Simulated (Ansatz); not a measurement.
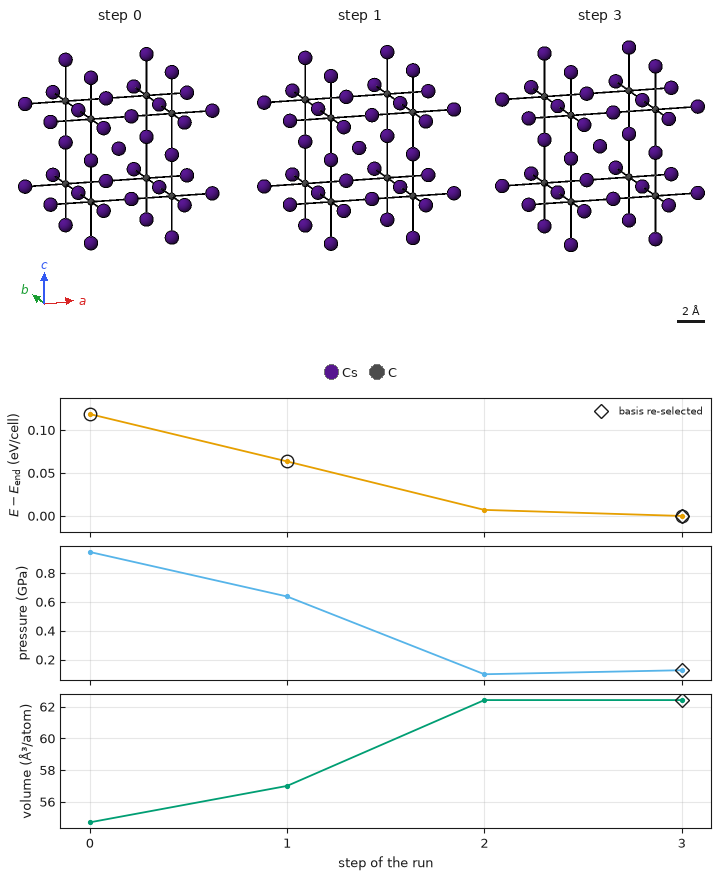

Frames of a relaxation of solid Cs4C (a generated structure, set up in Pm-3m) (coarse preliminary run), marked on the history of the run. A ball-and-stick model of the cell of the calculation, seen slightly off an axis.

The calculation used DFT PBE, scalar-relativistic, plane waves, PAW (Ansatz). (plane-wave cutoff 420 eV; k-point mesh 4 × 4 × 4; occupations gaussian; smearing width 0.1 eV; no spin polarisation; cell and atoms relaxed; force threshold 0.04 eV/Å; at most 70 steps)

What happens along the run?

Answer. The energy falls by 0.119 eV per cell of the calculation in 2 accepted moves (3 points after the start). All forces vanish by symmetry, so only the cell relaxes. The pressure goes from 0.95 to 0.13 GPa. The SCF was repeated once at an unchanged geometry on a basis and grid sized afresh for the cell, which shifted the energy by 7.1 meV per cell of the calculation at most. No atom moves by more than 0.005 Å relative to the cell. The volume changes by +14.1 %, with a = b = c 6.491 → 6.783 Å (+4.5 %). Some distances before and after: C–Cs 3.246 → 3.392 Å. The space group stays Pm-3m (No. 221). From step 0 to 1: volume +4.2 %, energy −55.2 meV per cell of the calculation. From step 1 to 3: volume +9.5 %, energy −63.5 meV per cell of the calculation.
